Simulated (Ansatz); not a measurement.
## Geometry relaxation of GeHCl2F

GeHCl2F, computed with RKS PBE0-D4/def2-SVP (Ansatz 0.2.0).

It belongs to a series of runs on one base structure; here: start relaxed. Figures and captions count atoms from 1; the log counts them from 0 in places.

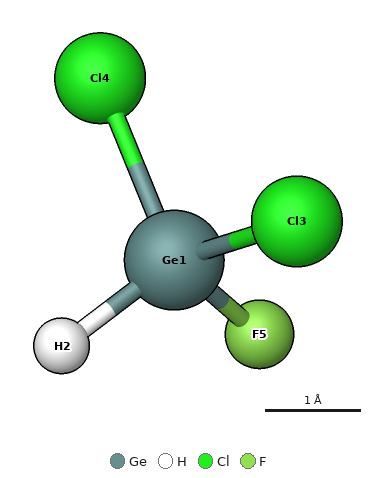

Figure 1. The starting structure (ball-and-stick view, seen at a tilt; atoms are numbered from 1 in the order of the input). Sticks mark near contacts. Bond lengths as drawn: Cl–Ge 2.22 Å, F–Ge 1.68 Å and Ge–H 1.55 Å.

### The input
```yaml
crystal:
  periodic: [false, false, false]
  atoms:
    - { symbol: Ge, position_ang: [0.0, 0.0, 0.0] }
    - { symbol: H, position_ang: [0.0, 0.0, 1.55] }
    - { symbol: Cl, position_ang: [2.0935, 0.0, -0.7393] }
    - { symbol: Cl, position_ang: [-1.0456, 1.8115, -0.7393] }
    - { symbol: F, position_ang: [-0.7913, -1.3709, -0.5594] }
basis:
  gaussian: { orbitals: def2-SVP }
hamiltonian:
  xc: pbe0
  dispersion: d4
relax:
  f_tol: 0.02
  max_steps: 40
output:
  orbitals: {}
```

Run on 1 thread of Arm Neoverse V1, 24 GiB of memory available, shared host.

Run as:
```bash
ansatz run input.yaml --threads 1 --pin off --max-ram 2048MiB --backend cpu --events-out ev --progress --plain --runs-dir out
```

### What the program printed
```
The last accepted step is kept in [file] (removed where the run ends without a failure and the disk answers)
Engine: ansatz 0.2.0, aarch64-unknown-linux-gnu
Functional definition: PBE0
  parameter a = 0.25
  parameter kappa = 0.804
  parameter beta = 0.06672455060314922
  exchange = (1 - a)*pbe_x(kappa = kappa, mu = beta*pi^2/3) + a*exact_x
  correlation = pbe_c(beta = beta)
870 factors; integrals over basis functions are off by at most 2.7e-4 eV
mean field evaluation 1: about -84262.6744 eV, gradient 3.5e1 eV
mean field evaluation 2: about -84259.2873 eV, gradient 5.9e1 eV
mean field evaluation 4: about -84264.7191 eV, gradient 1.7e0 eV
mean field evaluation 8: about -84264.7356 eV, gradient 3.8e-2 eV
mean field -84264.73559514 eV, -3096.6719164323 hartree, gradient 2.2e-5 eV, S^2 0.000000; 0 other end points of the search recorded, 0 dependent functions left out
the calculation of the forces begins
reference -84264.73561555 eV, -3096.6719171821 hartree; 38, 38 occupied and 49, 49 virtual orbitals, 870 factors
relax step   1: F+E_penalty+E_count = -84264.85109364 eV  Δ(F+E_penalty+E_count) = +0.000e0 eV  max|allowed force component| = 2.338e0 eV/Å  Δτ_max = 0.0000 Å  (26 SCF iters, accepted)
these checks for a lower state are left out or cut short: starts, cluster_reference, orbital_swaps, neighbouring_geometries, increment
870 factors; integrals over basis functions are off by at most 2.7e-4 eV
mean field evaluation 16: about -84264.8002 eV, gradient 7.6e0 eV
mean field -84264.90363787 eV, -3096.6780918886 hartree, gradient 2.4e-5 eV, S^2 0.000000; 0 other end points of the search recorded, 0 dependent functions left out
the calculation of the forces begins
reference -84264.90365813 eV, -3096.6780926333 hartree; 38, 38 occupied and 49, 49 virtual orbitals, 870 factors
relax step   2: F+E_penalty+E_count = -84265.02174147 eV  Δ(F+E_penalty+E_count) = -1.706e-1 eV  max|allowed force component| = 7.666e-1 eV/Å  Δτ_max = 0.0936 Å  (28 SCF iters, accepted)
these checks for a lower state are left out or cut short: starts, cluster_reference, orbital_swaps, neighbouring_geometries, increment
870 factors; integrals over basis functions are off by at most 2.7e-4 eV
mean field -84264.91911909 eV, -3096.6786608129 hartree, gradient 1.0e-5 eV, S^2 0.000000; 0 other end points of the search recorded, 0 dependent functions left out
the calculation of the forces begins
reference -84264.91913926 eV, -3096.6786615540 hartree; 38, 38 occupied and 49, 49 virtual orbitals, 870 factors
relax step   3: F+E_penalty+E_count = -84265.03700101 eV  Δ(F+E_penalty+E_count) = -1.526e-2 eV  max|allowed force component| = 1.058e-1 eV/Å  Δτ_max = 0.0269 Å  (29 SCF iters, accepted)
these checks for a lower state are left out or cut short: starts, cluster_reference, orbital_swaps, neighbouring_geometries, increment
870 factors; integrals over basis functions are off by at most 2.7e-4 eV
mean field evaluation 32: about -84264.9196 eV, gradient 2.2e-4 eV
mean field -84264.91958046 eV, -3096.6786777680 hartree, gradient 2.4e-5 eV, S^2 0.000000; 0 other end points of the search recorded, 0 dependent functions left out
the calculation of the forces begins
reference -84264.91960063 eV, -3096.6786785091 hartree; 38, 38 occupied and 49, 49 virtual orbitals, 870 factors
relax step   4: F+E_penalty+E_count = -84265.03736570 eV  Δ(F+E_penalty+E_count) = -3.647e-4 eV  max|allowed force component| = 1.343e-2 eV/Å  Δτ_max = 0.0031 Å  (22 SCF iters, accepted)
```

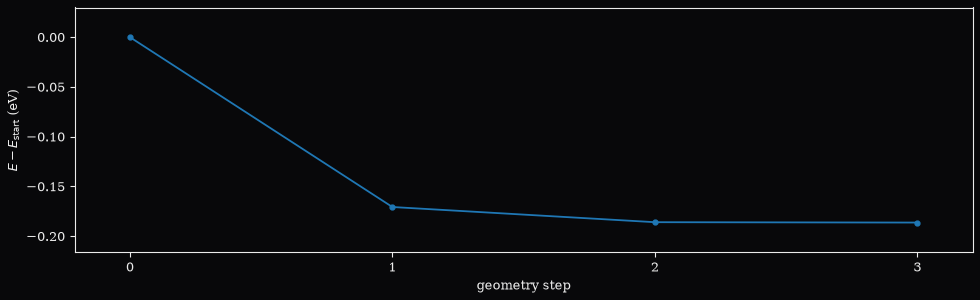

Figure 2. Progress of the relaxation, step by step (the first geometry is step 0 here and step 1 in the log).

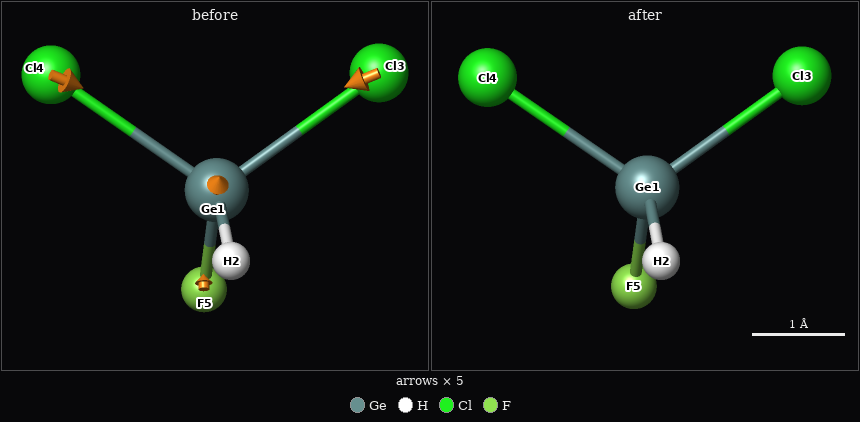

Figure 3. Before (left) and after (right) the relaxation, at one scale (ball-and-stick view, seen at a tilt). The orange arrows give the displacements, magnified 5 times. The largest move after the best rigid fit is that of Cl3, 0.084 Å. By element the largest moves are Cl 0.084 Å, Ge 0.058 Å, F 0.036 Å, H 0.002 Å. Among the contacts that change: Ge1–Cl3 2.220 → 2.128 Å, Ge1–F5 1.679 → 1.724 Å, Ge1–H2 1.550 → 1.524 Å. Among the angles that change: H2–Ge1–Cl3 109.5° → 112.1°, Cl3–Ge1–F5 109.5° → 106.9°. After 3 geometry steps the energy has fallen by 0.186 eV. Largest force component: 2.3 eV/Å at the start, 0.013 eV/Å at the end. (Atoms are counted from 1 in the order of the input.)

```
870 factors; integrals over basis functions are off by at most 2.7e-4 eV
mean field -84264.91958046 eV, -3096.6786777680 hartree, gradient 2.4e-5 eV, S^2 0.000000; 1 other end points of the search recorded, 0 dependent functions left out
the calculation of the forces begins
reference -84264.91960063 eV, -3096.6786785091 hartree; 38, 38 occupied and 49, 49 virtual orbitals, 870 factors
Total energy: -84265.03738587 eV, -3096.6830070368 hartree
Atom 0 at     0.025406     0.043427     0.029123 Å, force     0.008138     0.013432     0.003316 eV/Å
Atom 1 at    -0.000285    -0.000998     1.551863 Å, force    -0.001685    -0.002033     0.004307 eV/Å
Atom 2 at     2.009443     0.005979    -0.740118 Å, force    -0.001257    -0.002069    -0.001615 eV/Å
Atom 3 at    -0.998763     1.742923    -0.740616 Å, force    -0.001035    -0.003226    -0.001130 eV/Å
Atom 4 at    -0.779200    -1.350732    -0.588252 Å, force    -0.004161    -0.006104    -0.004877 eV/Å
Dipole moment:     0.061668     0.107177     0.369806 e Å
```

### Trajectory as extended XYZ (Å, eV, eV/Å), 4 frames, from step=1 to step=4
```
5
Properties=species:S:1:pos:R:3:forces:R:3 step=1 energy=-84264.85109
Ge    0.0000    0.0000    0.0000    1.3677   2.3376   0.3611
H     0.0000    0.0000    1.5500   -0.0176  -0.0315  -0.4308
Cl    2.0935    0.0000   -0.7393   -1.3578  -0.0416   0.3466
Cl   -1.0456    1.8115   -0.7393    0.6333  -1.1801   0.3398
F    -0.7913   -1.3709   -0.5594   -0.6256  -1.0843  -0.6167
5
Properties=species:S:1:pos:R:3:forces:R:3 step=2 energy=-84265.02174
Ge    0.0171    0.0295    0.0488    0.4487   0.7666  -0.0500
H     0.0021    0.0030    1.5756   -0.0294  -0.0487  -0.0723
Cl    2.0009    0.0046   -0.7527   -0.1298  -0.0116   0.1322
Cl   -0.9957    1.7350   -0.7532    0.0524  -0.1169   0.1314
F    -0.7679   -1.3315   -0.6065   -0.3419  -0.5894  -0.1413
5
Properties=species:S:1:pos:R:3:forces:R:3 step=3 energy=-84265.03700
Ge    0.0242    0.0408    0.0297    0.0593   0.1058   0.0335
H     0.0004    0.0006    1.5517   -0.0067  -0.0128   0.0200
Cl    2.0070    0.0074   -0.7399    0.0244  -0.0098  -0.0080
Cl   -0.9963    1.7410   -0.7403   -0.0203   0.0171  -0.0083
F    -0.7786   -1.3491   -0.5892   -0.0568  -0.1002  -0.0371
5
Properties=species:S:1:pos:R:3:forces:R:3 step=4 energy=-84265.03737
Ge    0.0254    0.0434    0.0291    0.0081   0.0134   0.0033
H    -0.0003   -0.0010    1.5519   -0.0017  -0.0020   0.0043
Cl    2.0094    0.0060   -0.7401   -0.0013  -0.0021  -0.0016
Cl   -0.9988    1.7429   -0.7406   -0.0010  -0.0032  -0.0011
F    -0.7792   -1.3507   -0.5883   -0.0042  -0.0061  -0.0049
```

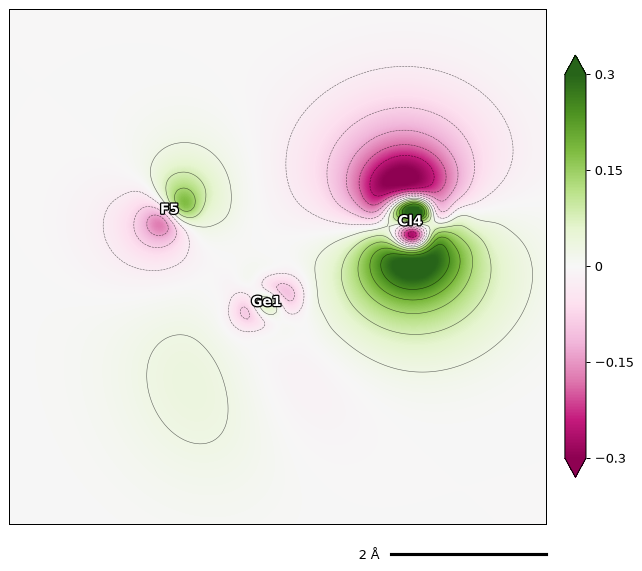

Figure 4. The HOMO on the plane of atoms Cl4, Ge1 and F5 (values in Å⁻³ᐟ²; the overall sign is arbitrary). Its energy is −9.48 eV.

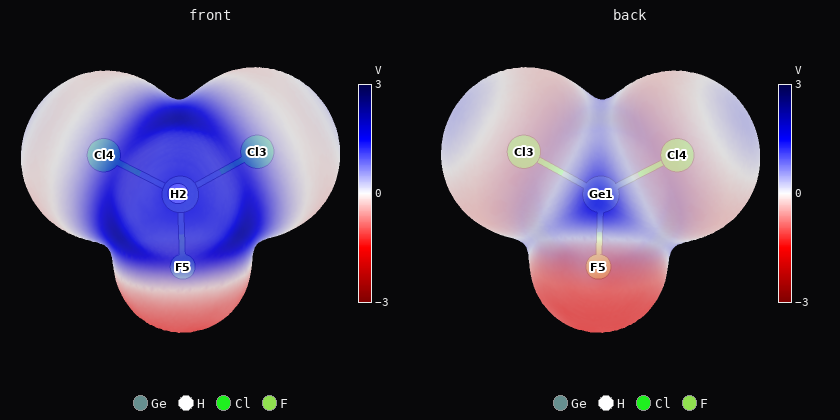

Figure 5. The molecular electrostatic potential painted on the density surface at 0.002 e/bohr³, seen at a tilt and from behind; red is negative and blue positive.

### Summary

- outcome: converged
- total energy: −84265.0374 eV
- mean-field energy: −84264.9196 eV
- largest force (length of the vector) at the end: 0.016 eV/Å
- wall time: 18 s
- peak memory: 0.19 GiB
